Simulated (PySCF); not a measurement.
System: C$_{4}$H$_{9}$BFO (SMILES CO/C=C\C[BH2-]F) (charge −1).

```xyz
16

C     2.0120    0.7781   -0.0227
O     1.8451   -0.3117   -0.9029
C     0.6180   -0.3042   -1.5736
C    -0.5560   -0.6319   -1.0345
C    -0.8493   -0.9750    0.3580
B    -1.6133    0.2892    1.1752
F    -2.0357   -0.2278    2.4494
H     2.9045    0.5697    0.5704
H     2.1618    1.7145   -0.5826
H     1.1469    0.8978    0.6336
H     0.7092   -0.0001   -2.6162
H    -1.4126   -0.5873   -1.6999
H     0.0569   -1.2649    0.8923
H    -1.5495   -1.8129    0.3898
H    -0.8453    1.2153    1.3834
H    -2.6002    0.6602    0.5689
```

Geometry: GFN2-xTB.

The calculation used PBE0/pcSseg-1, SCF density, gas phase, non-relativistic in PySCF 2.14.0.

Question: Predict the electron density and electron localisation function between the atoms.

Answer: C–C (1.33 Å): the density is about 2.3 e/Å³ at the midpoint; the ELF peaks at about 0.90 between the atoms (a short, multiple covalent bond).
C–O (1.40 Å): the density is about 2.1 e/Å³ at the midpoint, with its minimum of 1.8 e/Å³ about 0.5 Å from C; the ELF peaks at about 0.90 between the atoms; a polar covalent bond.
C–H (1.09 Å): ρ at the midpoint is about 2 e/Å³; the ELF climbs to about 1 towards the hydrogen, as it does in any bond to H: a covalent bond by its length.
C–C (1.46 Å): ρ at the midpoint is about 1.8 e/Å³; the ELF peaks at about 0.95 between the atoms; a shared electron pair.

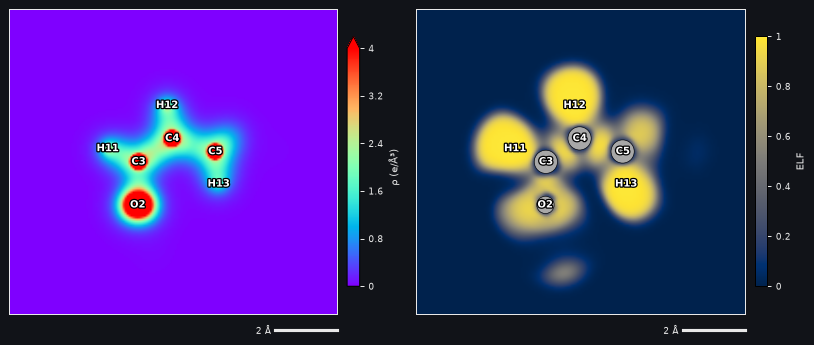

Computed electron density and electron localisation function on the plane of atoms C4, C3 and H11, in this order. Grey discs cover the atomic cores in the ELF map. 
